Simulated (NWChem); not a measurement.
# Run report: BPH$_{6}$ (charge −1), single-point calculation (part 1 of 2)

The run: single-point calculation of BPH$_{6}$, charge −1, multiplicity 2. Method and program: PBE0/def2-SVPD, UKS (NWChem 7.3.0).

The run did not end well. The geometry is that of the parent species in another charge or spin state. The geometry comes from this level: PBE0-D4/def2-TZVP.

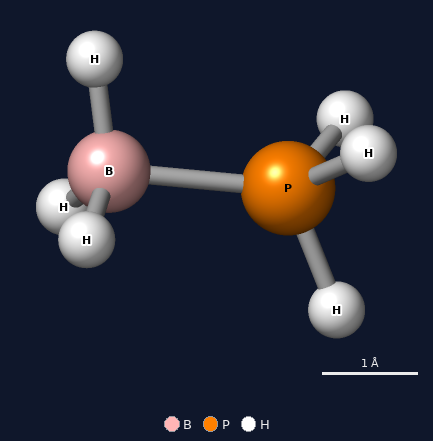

Figure 1. The structure as given in the input (ball-and-stick view, seen at a tilt).

### What the run reported

| quantity | value |
| --- | --- |
| outcome | stopped at the time limit |
| basis functions | 92 |
| hardware | 1 thread of Intel Xeon (Sapphire Rapids), 16 GiB of memory available, shared host |
| wall time | 3.5 min |
| peak memory | 0.12 GiB |

### What went wrong

The run was cut off by its time limit, so the output is incomplete.

### Input
```
START bh6p
memory 2200 mb
charge -1

GEOMETRY units angstrom noautosym nocenter noautoz
  B     -0.556100     0.227200    -0.914000
  P      0.433900    -0.181600     0.667700
  H     -1.693400     0.343100    -0.520100
  H     -0.367800    -0.730200    -1.628000
  H     -0.055500     1.254200    -1.309900
  H      0.418800     0.755700     1.718800
  H      1.823100    -0.380300     0.547100
  H      0.089200    -1.345200     1.382600
END

BASIS spherical bse
  * library def2-SVPD
END

DFT
  xc pbe0
  mult 2
  grid fine
  convergence energy 1e-08
  maxiter 100
  mulliken
END

TASK dft energy
```

Run as:
```bash
nwchem bh6p.nw > bh6p.out
```

### The program's output
```
Northwest Computational Chemistry Package (NWChem) 7.3.0
             --------------------------------------------------------

           Job information
           ---------------

    nwchem branch   = 7.3.0
    use scalapack   = T
    input           = bh6p.nw
    prefix          = bh6p.
    data base       = ./bh6p.db
    status          = startup
    nproc           =        1

           Memory information
           ------------------

    heap     =     72089598 doubles =      550.0 Mbytes
    stack    =     72089595 doubles =      550.0 Mbytes
    global   =    144179200 doubles =     1100.0 Mbytes (distinct from heap & stack)
    total    =    288358393 doubles =     2200.0 Mbytes
    verify   = yes
    hardfail = no

           Directory information
           ---------------------

  0 permanent = .
  0 scratch   = .

                                NWChem Input Module
                                -------------------

 Scaling coordinates for geometry "geometry" by  1.889725989
 (inverse scale =  0.529177249)

                             Geometry "geometry" -> ""
                             -------------------------

 Output coordinates in angstroms (scale by  1.889725989 to convert to a.u.)

  No.       Tag          Charge          X              Y              Z
 ---- ---------------- ---------- -------------- -------------- --------------
    1 B                    5.0000    -0.55610000     0.22720000    -0.91400000
    2 P                   15.0000     0.43390000    -0.18160000     0.66770000
    3 H                    1.0000    -1.69340000     0.34310000    -0.52010000
    4 H                    1.0000    -0.36780000    -0.73020000    -1.62800000
    5 H                    1.0000    -0.05550000     1.25420000    -1.30990000
    6 H                    1.0000     0.41880000     0.75570000     1.71880000
    7 H                    1.0000     1.82310000    -0.38030000     0.54710000
    8 H                    1.0000     0.08920000    -1.34520000     1.38260000

      Atomic Mass
      -----------

      B                 11.009310
      P                 30.973760
      H                  1.007825

 Effective nuclear repulsion energy (a.u.)      59.5445214692

            Nuclear Dipole moment (a.u.)
            ----------------------------
        X                 Y               Z
 ---------------- ---------------- ----------------
     7.4500557374    -3.1949597289    10.6504956716

            XYZ format geometry
            -------------------
     8
 geometry
 B                    -0.55610000     0.22720000    -0.91400000
 P                     0.43390000    -0.18160000     0.66770000
 H                    -1.69340000     0.34310000    -0.52010000
 H                    -0.36780000    -0.73020000    -1.62800000
 H                    -0.05550000     1.25420000    -1.30990000
 H                     0.41880000     0.75570000     1.71880000
 H                     1.82310000    -0.38030000     0.54710000
 H                     0.08920000    -1.34520000     1.38260000

 ==============================================================================
                                internuclear distances
 ------------------------------------------------------------------------------
       center one      |      center two      | atomic units |  angstroms
 ------------------------------------------------------------------------------
    2 P                |   1 B                |     3.60982  |     1.91023
    3 H                |   1 B                |     2.28496  |     1.20915
    4 H                |   1 B                |     2.28482  |     1.20908
    5 H                |   1 B                |     2.28498  |     1.20916
    6 H                |   2 P                |     2.66148  |     1.40839
    7 H                |   2 P                |     2.66170  |     1.40851
    8 H                |   2 P                |     2.66167  |     1.40850
 ------------------------------------------------------------------------------
                         number of included internuclear distances:          7
 ==============================================================================

 ==============================================================================
                                 internuclear angles
 ------------------------------------------------------------------------------
        center 1       |       center 2       |       center 3       |  degrees
 ------------------------------------------------------------------------------
    2 P                |   1 B                |   3 H                |   103.78
    2 P                |   1 B                |   4 H                |   103.82
    2 P                |   1 B                |   5 H                |   103.79
    3 H                |   1 B                |   4 H                |   114.50
    3 H                |   1 B                |   5 H                |   114.50
    4 H                |   1 B                |   5 H                |   114.50
    1 B                |   2 P                |   6 H                |   118.03
    1 B                |   2 P                |   7 H                |   118.06
    1 B                |   2 P                |   8 H                |   118.05
    6 H                |   2 P                |   7 H                |    99.69
    6 H                |   2 P                |   8 H                |    99.69
    7 H                |   2 P                |   8 H                |    99.69
 ------------------------------------------------------------------------------
                            number of included internuclear angles:         12
 ==============================================================================

 Summary of "ao basis" -> "" (spherical)
 ------------------------------------------------------------------------------
       Tag                 Description            Shells   Functions and Types
 ---------------- ------------------------------  ------  ---------------------
 *                         def2-SVPD                  on all atoms

                                 NWChem DFT Module
                                 -----------------

                      Basis "ao basis" -> "ao basis" (spherical)
                      -----
  [basis functions not shown]

 Summary of "ao basis" -> "ao basis" (spherical)
 ------------------------------------------------------------------------------
       Tag                 Description            Shells   Functions and Types
 ---------------- ------------------------------  ------  ---------------------
 B                         def2-SVPD                 8       20   4s2p2d
 P                         def2-SVPD                10       24   5s3p2d
 H                         def2-SVPD                 4        8   2s2p

 Summary of "ao basis" -> "ao basis" (spherical)
 ------------------------------------------------------------------------------
       Tag                 Description            Shells   Functions and Types
 ---------------- ------------------------------  ------  ---------------------
 B                         def2-SVPD                 8       20   4s2p2d
 P                         def2-SVPD                10       24   5s3p2d
 H                         def2-SVPD                 4        8   2s2p

  Caching 1-el integrals
  itol2e modified to match energy
  convergence criterion.
  tol_rho modified to match energy
  convergence criterion.

            General Information
            -------------------
          SCF calculation type: DFT
          Wavefunction type:  spin polarized.
          No. of atoms     :     8
          No. of electrons :    27
           Alpha electrons :    14
            Beta electrons :    13
          Charge           :    -1
          Spin multiplicity:     2
          Use of symmetry is: off; symmetry adaption is: off
          Maximum number of iterations: 100
          AO basis - number of functions:    92
                     number of shells:    42
          Convergence on energy requested:  1.00D-08
          Convergence on density requested:  1.00D-05
          Convergence on gradient requested:  5.00D-04

              XC Information
              --------------
                         PBE0 Method XC Functional
                     Hartree-Fock (Exact) Exchange  0.250
          PerdewBurkeErnzerhof Exchange Functional  0.750
            Perdew 1991 LDA Correlation Functional  1.000 local
           PerdewBurkeErnz. Correlation Functional  1.000 non-local

             Grid Information
             ----------------
          Grid used for XC integration:  fine
          Radial quadrature: Mura-Knowles
          Angular quadrature: Lebedev.
          Tag              B.-S. Rad. Rad. Pts. Rad. Cut. Ang. Pts.
          ---              ---------- --------- --------- ---------
          B                   0.85       70          10.0       590
          P                   1.00      123          10.0       770
          H                   0.35       60          11.0       590
          Grid pruning is: on
          Number of quadrature shells:   553
          Spatial weights used:  Erf1

          Convergence Information
          -----------------------
          Convergence aids based upon iterative change in
          total energy or number of iterations.
          Levelshifting, if invoked, occurs when the
          HOMO/LUMO gap drops below (HL_TOL):  1.00D-02
          DIIS, if invoked, will attempt to extrapolate
          using up to (NFOCK): 10 stored Fock matrices.

                    Damping( 0%)  Levelshifting(0.5)       DIIS
                  --------------- ------------------- ---------------
          dE  on:    start            ASAP                start
          dE off:    2 iters        100 iters           100 iters

      Screening Tolerance Information
      -------------------------------
          Density screening/tol_rho:  1.00D-11
          AO Gaussian exp screening on grid/accAOfunc:  18
          CD Gaussian exp screening on grid/accCDfunc:  20
          XC Gaussian exp screening on grid/accXCfunc:  20
          Schwarz screening/accCoul:  1.00D-09

      Superposition of Atomic Density Guess
      -------------------------------------

 Sum of atomic energies:        -368.03790957

 Renormalizing density from      26.00 to     27

      Non-variational initial energy
      ------------------------------

 Total energy =    -377.700102
 1-e energy   =    -648.411384
 2-e energy   =     211.166761
 HOMO         =       0.208534
 LUMO         =       0.280654

   Time after variat. SCF:      0.2

     ---------------------------------------------
      Total Density - Mulliken Population Analysis
     ---------------------------------------------
```
